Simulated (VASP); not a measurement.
Band structure of ZnCdSe₂ (space group P-4m2). Method: PBEsol GGA, VASP's PBE PAW potentials (set 64) (plane waves; VASP).

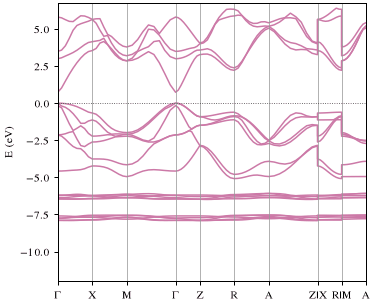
Bands along high-symmetry lines, zero at the valence-band maximum or, without a gap, the Fermi level

Q: Read the plot: is there a gap, and where are the band edges?

A: The gap is direct, 0.73 eV, from the valence maximum at Γ to the conduction minimum at Γ. (Edges off the drawn lines would not show.)

The structure comes from a computed database's ZnCdSe2 entry (P-4m2); how it stands against other phases isn't given here. It was relaxed first.
